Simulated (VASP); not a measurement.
Band structure of NiSi (relaxed from the zinc blende structure, space group F-43m). All values below come from PBEsol GGA, VASP's PBE PAW potentials (set 64) (plane waves; VASP).

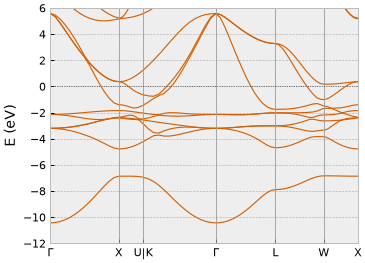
Figure: Bands along high-symmetry lines, zero at the valence-band maximum or, without a gap, the Fermi level

Read the plot: is there a gap, and where are the band edges?

It has no gap at this level: it comes out as a metal or semimetal. (Edges off the drawn lines would not show.)

The structure was generated: NiSi was put into the zinc blende type (F-43m), which need not be its known phase. It was relaxed first, which changed the volume by -18 %. The run is not spin-polarised, so no magnetic state was tried.
